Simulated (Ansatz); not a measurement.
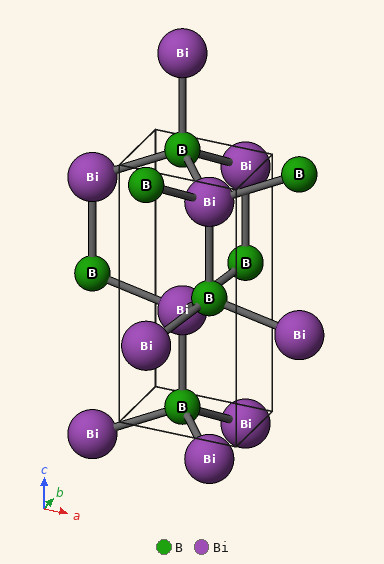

The figure gives a ball-and-stick picture of the atoms, viewed slightly off an axis. The parallelepiped is the conventional unit cell. The bonded neighbours beyond the faces are included.

BiB, wurtzite, space group P6_3mc (No. 186), a = 3.866 Å, b = 3.866 Å, c = 6.375 Å, α = 90.00°, β = 90.00°, γ = 120.00°. The cell started as a structure type filled with these elements by a generator (whether the compound takes this form wasn't checked). Earlier steps of the study may have refined or changed the cell and positions. It was run through Ansatz as a DFT input.

This one geometry was computed with Ansatz (DFT, plane waves, PAW) at three levels of theory: HSE06, PBE and r2SCAN. It was relaxed beforehand with r2SCAN.

Question: Which level gives the highest pressure at this volume, and what does that say about its equilibrium volume?

Answer: Highest: PBE (1.3 GPa), which points to the largest equilibrium volume. Lowest, with the smallest volume: HSE06 (-1.7 GPa). Levels within 0.5 GPa of each other can't be told apart.

Question: How does the band gap change with the level of theory?

Answer: PBE: a gap of 0.09 eV, direct; r2SCAN: a gap of 0.20 eV, direct; HSE06: a gap of 0.59 eV, direct.

Question: Collect the results in a table.

Answer:
| level | cutoff (eV) | k-mesh of the run's cell | gap (eV) | pressure (GPa) |
| --- | --- | --- | --- | --- |
| HSE06 | 420 | 6×6×4 | 0.59 | -1.7 |
| PBE | 420 | 12×12×4 | 0.09 | 1.3 |
| r2SCAN | 500 | 12×12×4 | 0.20 | 0.0 |

Gaps are taken on the k-mesh or band path of each run.
